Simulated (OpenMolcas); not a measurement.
## How basis sets differ on C2F3 (trifluorovinyl radical)

The species is C2F3 (5 atoms), meant as a doublet with charge 0. As SMILES, `F[C]=C(F)F`. Geometry: relaxed at PBE0-D4/def2-TZVP.

Quantity: the dipole moment, in D. The values are calculated.

| level | kind | program | value (D) | CPU time |
| --- | --- | --- | --- | --- |
| ROHF/ANO-R0 (sfX2C) | Hartree–Fock | OpenMolcas | 0.25 | 3 s |
| UHF/STO-3G | Hartree–Fock | OpenMolcas | 0.49 | 1.9 s |
| ROHF/ANO-XS-VDZ (DKH2) | Hartree–Fock | OpenMolcas | 0.85 | 5.2 s |
| UHF/3-21G | Hartree–Fock | OpenMolcas | 0.78 | 2.3 s |
| UHF/aug-cc-pVDZ | Hartree–Fock | OpenMolcas | 0.60 | 22 s |

The values span 0.25 to 0.85 D. Spin contamination of the reference (⟨S²⟩ at least 0.1 too high) touches UHF/STO-3G, UHF/3-21G, UHF/aug-cc-pVDZ. Magnitudes only. Sets without polarisation functions give poor dipoles. CPU times are rough (shared hosts, several kinds of processor and program).

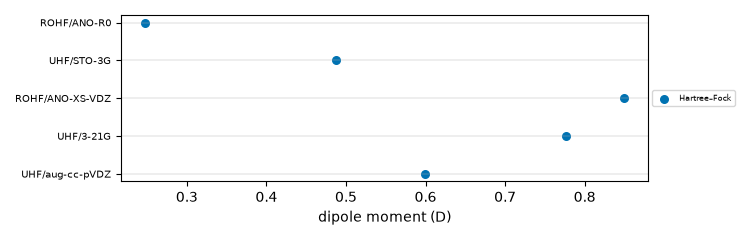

The values of the table, level by level.
